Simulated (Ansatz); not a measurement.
# CH3ClFSn: geometry optimisation, by script

What geometry does CH3ClFSn take? Aim: a geometry optimisation, for CH3ClFSn, run from a script.

Program: Ansatz 0.2.0 through its Python package. Level of theory: CAM-B3LYP/def2-SVP. These are calculated values, not measurements.

**1. Starting point**

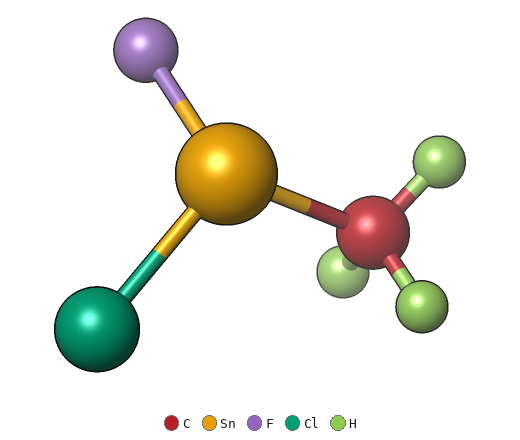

The starting structure, viewed from a chosen angle; carbon red, tin amber, fluorine purple, chlorine teal, hydrogen green.

No structure file is read: the coordinates are typed or built in the script.

**2. Script**

ch3clfsn.py

```python
"""Relax the CH3ClFSn molecule."""

import itertools

import ansatz as az
from ase.data import atomic_numbers, covalent_radii
import numpy as np

BASIS_SET = "def2-SVP"
XC = "cam_b3lyp"


def main() -> None:
    ch3clfsn = (
        az.Crystal.molecule()
        .atom("C", (0.0412, 0.9509, -0.0966))
        .atom("Sn", (0.6149, -1.0458, 0.1057))
        .atom("F", (0.1522, -1.6636, 1.8813))
        .atom("Cl", (-0.4297, -2.3611, -1.4841))
        .atom("H", (-1.1004, 1.0573, 0.0366))
        .atom("H", (0.5182, 1.6406, 0.6378))
        .atom("H", (0.2648, 1.3538, -1.1263))
    )

    base = ch3clfsn.calculation().basis(gaussian=BASIS_SET).functional(XC).spin("collinear", total=1)
    symbols = [site.symbol for site in ch3clfsn.cartesian_sites]
    start = np.array([site.position_ang for site in ch3clfsn.cartesian_sites], dtype=float)
    def progress(event):
        if event["event"] == "relax_step":
            row = event["data"]
            print(f"step {row['step']:3d}  E = {row['lagrangian_ev']:.6f} eV  largest force component {row['allowed_force_max_ev_ang']:.4f} eV/A")


    rep = base.relax(force_tolerance=0.02).session().plan().execute(on_event=progress).report
    end = np.array(rep["positions_ang"])

    print("reference energy %16.6f eV" % rep["reference_energy_ev"])
    print("total energy     %16.6f eV" % rep["free_energy_ev"])
    print("occupied orbitals outside the frozen core (up, down):", rep["n_occupied"], " frozen:", rep["n_frozen"], " virtual:", rep["n_virtual"])

    # pairs closer than 1.2 times the sum of covalent radii, before or after
    radius = [covalent_radii[atomic_numbers[s]] for s in symbols]
    span = lambda where, i, j: np.linalg.norm(where[i] - where[j])
    bonded = [(i, j) for i, j in itertools.combinations(range(len(symbols)), 2) if min(span(start, i, j), span(end, i, j)) < 1.2 * (radius[i] + radius[j])]
    print("pair        before    after (A)")
    for i, j in bonded:
        print(f"{symbols[i]}{i}-{symbols[j]}{j}".ljust(10), f"{span(start, i, j):8.4f} {span(end, i, j):8.4f}")
    for first, second in list(itertools.combinations(bonded, 2)):
        shared = set(first) & set(second)
        if shared and symbols[(j := shared.pop())] != "H":
            i, k = sorted((set(first) | set(second)) - {j})
            u, v = end[i] - end[j], end[k] - end[j]
            angle = np.degrees(np.arccos(np.clip(u @ v / np.linalg.norm(u) / np.linalg.norm(v), -1, 1)))
            print(f"final angle {symbols[i]}{i}-{symbols[j]}{j}-{symbols[k]}{k}: {angle:.2f} deg")

    charges = rep["charge_distribution"]
    print("dipole moment", round(4.803205 * float(np.linalg.norm(charges["dipole_moment_e_ang"])), 3), "D")
    print("Mulliken:", [(s, round(q, 3)) for s, q in zip(symbols, charges["mulliken_charges_e"])])


if __name__ == "__main__":
    main()
```

**3. The input behind the calls**

The engine receives this input:

```yaml
crystal:
  periodic: [false, false, false]
  atoms:
    - { symbol: C, position_ang: [0.0412, 0.9509, -0.0966] }
    - { symbol: Sn, position_ang: [0.6149, -1.0458, 0.1057] }
    - { symbol: F, position_ang: [0.1522, -1.6636, 1.8813] }
    - { symbol: Cl, position_ang: [-0.4297, -2.3611, -1.4841] }
    - { symbol: H, position_ang: [-1.1004, 1.0573, 0.0366] }
    - { symbol: H, position_ang: [0.5182, 1.6406, 0.6378] }
    - { symbol: H, position_ang: [0.2648, 1.3538, -1.1263] }
basis:
  gaussian:
    orbitals: def2-SVP
hamiltonian:
  xc: cam_b3lyp
magnetization:
  spin_polarized: true
  initial_magnetization: 1.0
relax:
  f_tol: 0.02
```

**4. Launch**

On the command line:

```bash
$ python ch3clfsn.py
```

The log of the run:

```text
step   1  E = -22149.570463 eV  largest force component 2.2872 eV/A
step   2  E = -22149.758122 eV  largest force component 0.7871 eV/A
step   3  E = -22149.786566 eV  largest force component 0.2491 eV/A
step   4  E = -22149.792200 eV  largest force component 0.0452 eV/A
step   5  E = -22149.792440 eV  largest force component 0.0104 eV/A
reference energy    -22149.792555 eV
total energy        -22149.792555 eV
occupied orbitals outside the frozen core (up, down): [29, 28]  frozen: 0  virtual: [58, 59]
pair        before    after (A)
C0-Sn1       2.0873   2.1869
C0-H4        1.1543   1.0983
C0-H5        1.1147   1.0966
C0-H6        1.1281   1.0965
Sn1-F2       1.9361   1.9441
Sn1-Cl3      2.3127   2.3693
final angle Sn1-C0-H4: 105.39 deg
final angle Sn1-C0-H5: 109.03 deg
final angle Sn1-C0-H6: 108.80 deg
final angle C0-Sn1-F2: 104.14 deg
final angle C0-Sn1-Cl3: 107.34 deg
final angle H4-C0-H5: 111.13 deg
final angle H4-C0-H6: 111.18 deg
final angle H5-C0-H6: 111.10 deg
final angle F2-Sn1-Cl3: 103.05 deg
dipole moment 3.805 D
Mulliken: [('C', -0.256), ('Sn', 0.743), ('F', -0.427), ('Cl', -0.303), ('H', 0.089), ('H', 0.078), ('H', 0.077)]
```

It took 51 s on 1 thread of Intel Xeon Platinum 8375C at 2.90GHz (Ice Lake), shared host; peak memory 0.39 GiB.

Lines on the test bed's own set-up are left out of the output.

**5. Size and end state of the run**

The report of the run holds:

| item | value |
| --- | --- |
| SCF cycles in all | 68 |
| orbitals | 87 |
| total energy (eV) | -22149.79255 |

**6. Path of the relaxation**

The steps of the relaxation:

| step | E - E(step 1) (eV) | largest force component (eV/Å) |
| --- | --- | --- |
| 1 | 0.0000 | 2.2872 |
| 2 | -0.1877 | 0.7871 |
| 3 | -0.2161 | 0.2491 |
| 4 | -0.2217 | 0.0452 |
| 5 | -0.2220 | 0.0104 |

Step 1 is the start.

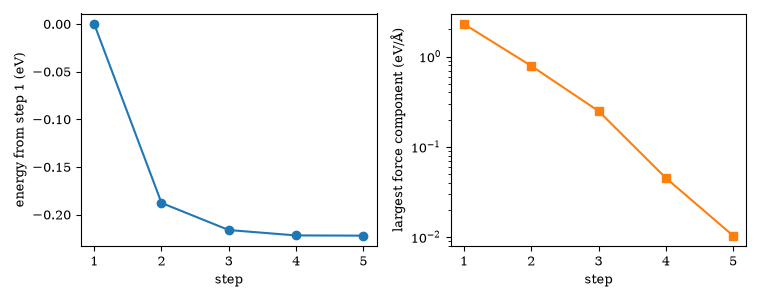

Energy and largest force along the relaxation.

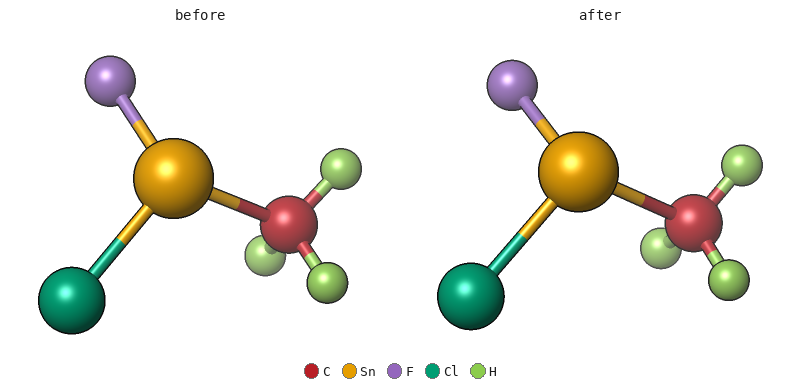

Before and after, at one scale.

Before: Bond lengths: C1–Sn2 2.087 Å, Sn2–F3 1.936 Å, Sn2–Cl4 2.313 Å, C1–H5 1.154 Å, C1–H6 1.115 Å, C1–H7 1.128 Å. Angles: C1–Sn2–F3 109.2°, C1–Sn2–Cl4 110.7°, F3–Sn2–Cl4 109.9°, Sn2–C1–H5 110.4°, Sn2–C1–H6 114.2°, Sn2–C1–H7 112.1°, H5–C1–H6 106.9°, H5–C1–H7 105.6°, H6–C1–H7 107.2°.

After: Bond lengths: C1–Sn2 2.187 Å, Sn2–F3 1.944 Å, Sn2–Cl4 2.369 Å, C1–H5 1.098 Å, C1–H6 1.097 Å, C1–H7 1.096 Å. Angles: C1–Sn2–F3 104.1°, C1–Sn2–Cl4 107.3°, F3–Sn2–Cl4 103.0°, Sn2–C1–H5 105.4°, Sn2–C1–H6 109.0°, Sn2–C1–H7 108.8°, H5–C1–H6 111.1°, H5–C1–H7 111.2°, H6–C1–H7 111.1°.

**7. Outcome**

| quantity | value |
| --- | --- |
| total energy | -22149.7926 eV |
| dipole moment | 3.81 D |
| <S²> of the mean field (pure state) | 0.756 (0.75) |
| moves of the relaxation | 4 |
| energy gained | 0.222 eV |
| last largest force component | 0.0104 eV/Å |

The relaxation took 4 moves; the largest shift is 0.132 Å, of atom 2 (Sn). The end point is the stationary point reached from this start; no frequency run checks that it is a minimum, and the basis set is modest. def2 sets replace the cores of elements past krypton by effective core potentials. The species is open-shell (spin multiplicity 2).
